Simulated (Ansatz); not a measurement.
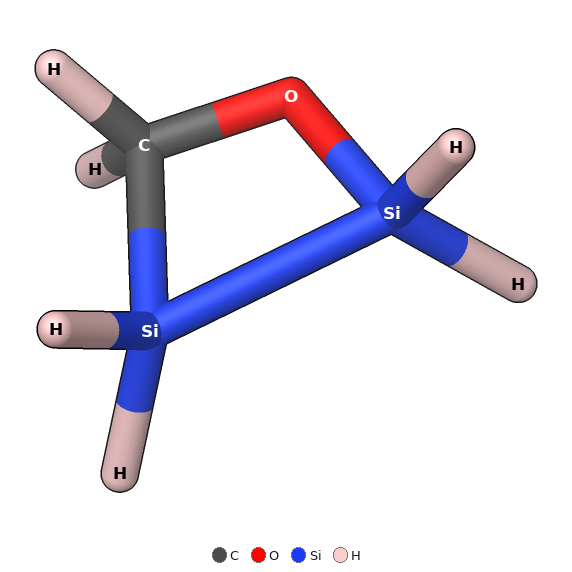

The structure as it stands in the input.

Ansatz 0.2.0 input:

```yaml
crystal:
  periodic: [false, false, false]
  atoms:
    - {symbol: C, position_ang: [-0.790864, 0.616107, -0.665547]}
    - {symbol: O, position_ang: [-0.840022, -0.718998, -0.900891]}
    - {symbol: Si, position_ang: [0.359929, -1.444716, 0.022063]}
    - {symbol: Si, position_ang: [0.541795, 0.792642, 0.720460]}
    - {symbol: H, position_ang: [-0.489247, 1.301466, -1.512667]}
    - {symbol: H, position_ang: [-1.777901, 1.076388, -0.316639]}
    - {symbol: H, position_ang: [1.462298, -2.084780, -0.695581]}
    - {symbol: H, position_ang: [-0.281545, -2.450725, 0.931248]}
    - {symbol: H, position_ang: [0.035279, 1.232025, 2.038462]}
    - {symbol: H, position_ang: [1.770523, 1.603873, 0.342553]}
basis:
  gaussian: {orbitals: 6-31G}
hamiltonian: {xc: {name: PBE0}, dispersion: d3bj}
output: {forces: true}
```

It was started with:

```sh
ansatz run in.yaml --threads 2 --pin off --events-out ev --progress --plain --max-ram 4352MiB
```

What the program printed:

```
Functional definition: PBE0
  name "PBE0"
  cite "Adamo & Barone, J. Chem. Phys. 110, 6158 (1999) doi:10.1063/1.478522"
  cite "Perdew, Burke & Ernzerhof, Phys. Rev. Lett. 77, 3865 (1996) doi:10.1103/PhysRevLett.77.3865"
  parent pbe
  parameter a = 0.25
  parameter kappa = 0.804
  parameter beta = 0.06672455060314922
  exchange = (1 - a)*pbe_x(kappa = kappa, mu = beta*pi^2/3) + a*exact_x
  correlation = pbe_c(beta = beta)
674 factors; integrals over basis functions are off by at most 1.9e-4 eV
mean field evaluation 1: about -18918.1527 eV, gradient 4.3e1 eV
mean field evaluation 2: about -18909.2498 eV, gradient 7.9e1 eV
mean field evaluation 4: about -18921.9402 eV, gradient 3.6e0 eV
mean field evaluation 8: about -18922.1477 eV, gradient 1.9e-1 eV
mean field evaluation 16: about -18922.1479 eV, gradient 3.9e-5 eV
mean field -18922.14786517 eV, -695.3761081524 hartree, gradient 3.9e-5 eV, S^2 0.000000; 0 other end points of the search recorded, 0 dependent functions left out
the calculation of the forces begins
reference -18922.14789247 eV, -695.3761091559 hartree; 24, 24 occupied and 32, 32 virtual orbitals, 674 factors
Total energy: -18922.34439363 eV, -695.3833304404 hartree
Atom 0 at    -0.790864     0.616107    -0.665547 Å, force    -1.333814     5.617935     0.244076 eV/Å
Atom 1 at    -0.840022    -0.718998    -0.900891 Å, force    -1.789533    -1.963791    -2.393076 eV/Å
Atom 2 at     0.359929    -1.444716     0.022063 Å, force     1.271047    -1.327956     2.177513 eV/Å
Atom 3 at     0.541795     0.792642     0.720460 Å, force     0.879142     0.172318     0.111626 eV/Å
Atom 4 at    -0.489247     1.301466    -1.512667 Å, force    -0.278952    -1.086623     0.202875 eV/Å
Atom 5 at    -1.777901     1.076388    -0.316639 Å, force     0.895157    -0.879556    -0.452320 eV/Å
Atom 6 at     1.462298    -2.084780    -0.695581 Å, force     0.524652    -0.314921    -0.517493 eV/Å
Atom 7 at    -0.281545    -2.450725     0.931248 Å, force     0.090418    -0.131761     0.068941 eV/Å
Atom 8 at     0.035279     1.232025     2.038462 Å, force    -0.076208     0.067673     0.447474 eV/Å
Atom 9 at     1.770523     1.603873     0.342553 Å, force    -0.181908    -0.153317     0.110384 eV/Å
Dipole moment:     0.281163     0.167287     0.243144 e Å
```

The calculation finished and met its thresholds.
